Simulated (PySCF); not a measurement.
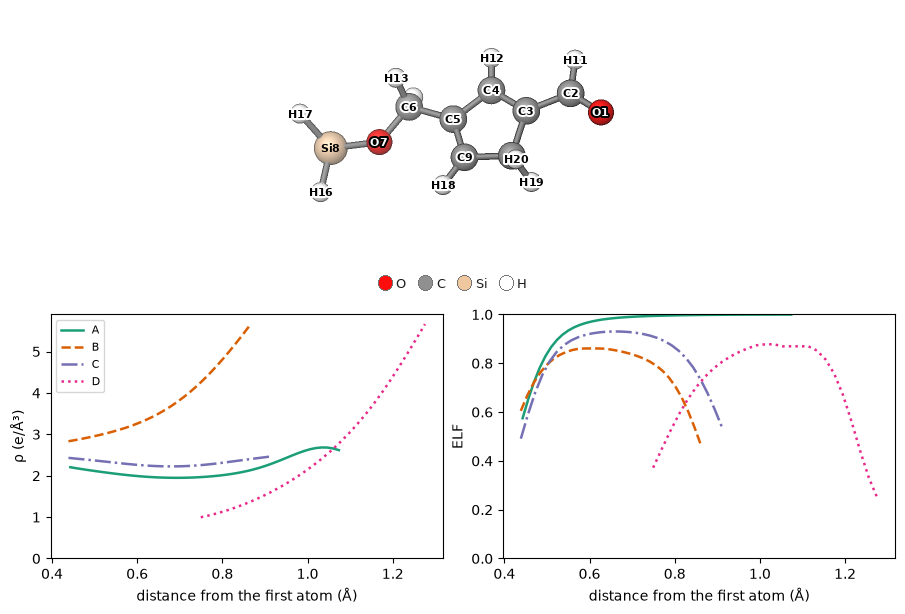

*C7H10O2Si (SMILES O=CC1=CC(CO[SiH3])=CC1). Total electron density and ELF along straight lines between neighbouring atoms. The curves leave out the atomic cores. The structure is drawn too.*

Geometry: GFN2-xTB.

Method: PBE0/pcSseg-1, SCF density, gas phase, non-relativistic in PySCF.

```yaml
atoms:
  - { symbol: O, position_ang: [-4.6601, 0.0330, -0.3280] }
  - { symbol: C, position_ang: [-3.6682, 0.7080, -0.4841] }
  - { symbol: C, position_ang: [-2.3072, 0.2470, -0.3362] }
  - { symbol: C, position_ang: [-1.1724, 0.9737, -0.5069] }
  - { symbol: C, position_ang: [-0.0235, 0.1416, -0.2621] }
  - { symbol: C, position_ang: [1.3879, 0.6277, -0.3627] }
  - { symbol: O, position_ang: [2.2828, -0.3735, 0.0065] }
  - { symbol: Si, position_ang: [3.8765, -0.2776, 0.2814] }
  - { symbol: C, position_ang: [-0.4453, -1.0994, 0.0599] }
  - { symbol: C, position_ang: [-1.9294, -1.1508, 0.0451] }
  - { symbol: H, position_ang: [-3.7465, 1.7783, -0.7633] }
  - { symbol: H, position_ang: [-1.1163, 2.0125, -0.7812] }
  - { symbol: H, position_ang: [1.5918, 0.9450, -1.3968] }
  - { symbol: H, position_ang: [1.5168, 1.5102, 0.2808] }
  - { symbol: H, position_ang: [4.1655, 0.6912, 1.3438] }
  - { symbol: H, position_ang: [4.1196, -1.6581, 0.6583] }
  - { symbol: H, position_ang: [4.6025, 0.1475, -0.9198] }
  - { symbol: H, position_ang: [0.1806, -1.9389, 0.2970] }
  - { symbol: H, position_ang: [-2.3458, -1.4264, 1.0161] }
  - { symbol: H, position_ang: [-2.3144, -1.8803, -0.6700] }
```

> Which curve belongs to which contact (C–C, C–H, C–O and Si–O)? The first atom named is at distance zero.

Curve A: C–H (1.07 Å): the density is about 2.1 e/Å³ at the midpoint; the ELF climbs to about 1 towards the hydrogen, as it does in any bond to H (an ordinary covalent bond to hydrogen). Curve B: C–O (1.21 Å): ρ is about 3.3 e/Å³ halfway; the ELF peaks at about 0.85 between the atoms; a short, multiple covalent bond. Curve C: C–C (1.35 Å): the density is about 2.2 e/Å³ at the midpoint; the ELF peaks at about 0.95 between the atoms; localised, covalent bonding. Curve D: Si–O (1.62 Å): the density is about 1.2 e/Å³ at the midpoint; the ELF peaks at about 0.90 between the atoms, as expected for a polar covalent bond.
